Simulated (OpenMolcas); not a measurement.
## How basis sets differ on SiPH5O2 (SMILES O[SiH2]OP)

The species is SiPH5O2 (9 atoms), meant as a singlet with charge 0. SMILES: `O[SiH2]OP`. The shape is that of a PBE0-D4/def2-TZVP optimisation. This is one conformer, not always the lowest.

| atom | x (Å) | y (Å) | z (Å) |
| --- | --- | --- | --- |
| O | -0.3079 | 1.1443 | -1.6429 |
| Si | 0.8177 | 0.5620 | -0.6064 |
| O | 0.3024 | -0.7781 | 0.2018 |
| P | -0.9422 | -0.8349 | 1.2776 |
| H | -0.9987 | 1.7069 | -1.2906 |
| H | 1.1706 | 1.6053 | 0.3913 |
| H | 1.9645 | 0.1235 | -1.4211 |
| H | -0.3059 | -1.5909 | 2.3026 |
| H | -1.6120 | -1.9843 | 0.7706 |

Quantity: the dipole moment, in D. The values are calculated.

| level | kind | program | value (D) | CPU time |
| --- | --- | --- | --- | --- |
| HF/ANO-R0 (sfX2C) | Hartree–Fock | OpenMolcas | 1.72 | 5.1 s |
| HF/ANO-RCC-MB (DKH2) | Hartree–Fock | OpenMolcas | 1.72 | 4.9 s |
| HF/ANO-XS-MB (DKH2) | Hartree–Fock | OpenMolcas | 2.43 | 2.8 s |
| HF/STO-3G | Hartree–Fock | OpenMolcas | 1.51 | 3.3 s |
| HF/3-21G | Hartree–Fock | OpenMolcas | 2.46 | 4.2 s |
| HF/6-31G* (spherical functions) | Hartree–Fock | OpenMolcas | 1.87 | 11 s |

The values span 1.51 to 2.46 D. Magnitudes only. Sets without polarisation functions give poor dipoles. CPU times are rough (shared hosts, several kinds of processor and program).

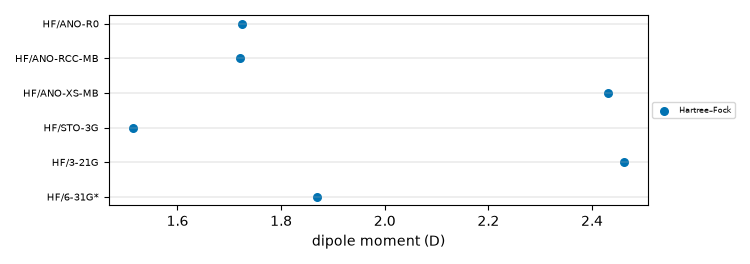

The values of the table, level by level.
